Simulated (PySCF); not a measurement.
F5Nb, SMILES `F[Nb](F)(F)(F)F`.

PySCF calculation, r2SCAN/def2-TZVP, gas phase; geometry: GFN2-xTB. Core potentials replace the inner electrons of Nb; spin–orbit coupling isn't included. This is a single-reference result, which may miss multireference character in this system. No frequency check shows the geometry to be a minimum. GFN2-xTB bond lengths at metals and heavier atoms can be off by up to 0.1 Å and shapes distorted, which carries into these values.

Input

```python
import numpy as np
from pyscf import gto, scf, dft
from pyscf.scf import atom_ks, atom_hf
from scipy.linalg import block_diag

def solve(mol, dm0=None, hcore=None):
    mf = (dft.UKS if mol.spin else dft.RKS)(mol, xc='r2scan')
    mf.grids.level = 3
    mf = mf.density_fit(auxbasis='def2-universal-jkfit')
    mf.conv_tol, mf.max_cycle = 1e-8, 80
    if hcore is not None:
        mf.get_hcore = lambda *args: hcore
    mf.kernel(dm0)
    if not mf.converged:
        mf = mf.newton().run(mf.mo_coeff, mf.mo_occ, max_cycle=30)
    assert mf.converged, 'SCF not converged'
    return mf

mol = gto.M(atom='''
F      1.78529    -0.00020    -0.00140
Nb    -0.00011    -0.00005    -0.00004
F     -0.00059    -1.75524    -0.47296
F     -0.00093     1.28735    -1.28351
F      0.00207     0.46804     1.75659
F     -1.78534     0.00025     0.00146
''', basis='def2-tzvp', ecp={'Nb': 'def2-tzvp'}, charge=0, spin=0, verbose=4)
mf = solve(mol)
mf.analyze()
# spherically averaged free atoms, for the promolecule
atom_ks.AtomSphAverageRKS.init_guess_by_vsap = lambda self, mol=None: self.init_guess_by_minao(mol)  # core potentials
atm = atom_ks.get_atm_nrks(mol, xc='r2scan')
pro = block_diag(*[(atm[a[0]][2] * atm[a[0]][3]) @ atm[a[0]][2].T for a in mol._atom])
np.savez('result.npz', e=mf.e_tot, c=mf.mo_coeff, occ=mf.mo_occ, eps=mf.mo_energy, pro=pro, dip=mf.dip_moment(verbose=0), s2=mf.spin_square()[0])
```

Command:

```sh
OMP_NUM_THREADS=1 python input.py
```

The run took 54 s on 1 thread of Arm Neoverse V1, on a shared host, peak memory 0.72 GiB.

Partitions, critical points and surface values were worked out afterwards from this run's density.

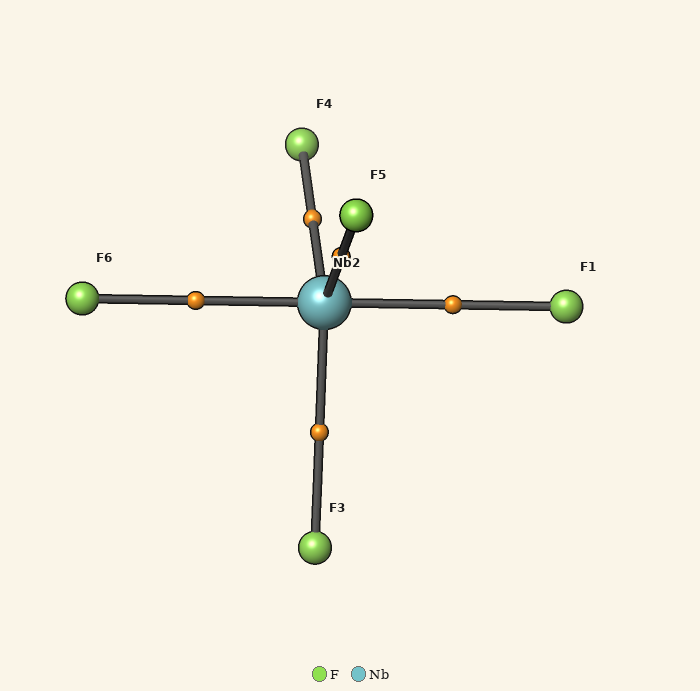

Molecular graph of the electron density (QTAIM): bond paths, bond critical points (orange), ring points (yellow, if any); weak paths are dashed.

How many critical points of each kind are there, and does the count close?

Answer. 6 nuclei, 5 bond, 0 ring and 0 cage critical points: 6 − 5 + 0 − 0 = 1, as the Poincaré–Hopf relation requires.

Tabulate density, Laplacian, ellipticity and energy density at the bond critical points (atomic units).

Answer.
```tsv
bond	length (Å)	ρ (a.u.)	∇²ρ (a.u.)	ε	H (a.u.)
Nb2–F6 (2 alike)	1.785	0.186	+0.96	0.00	−0.078
Nb2–F3 (3 alike)	1.818	0.174	+0.77	0.04	−0.071
```

What kind of interaction is Nb2–F3?

Answer. Polar or intermediate (positive Laplacian, negative energy density H): ρ = 0.174, ∇²ρ = +0.77, H = −0.071 a.u.
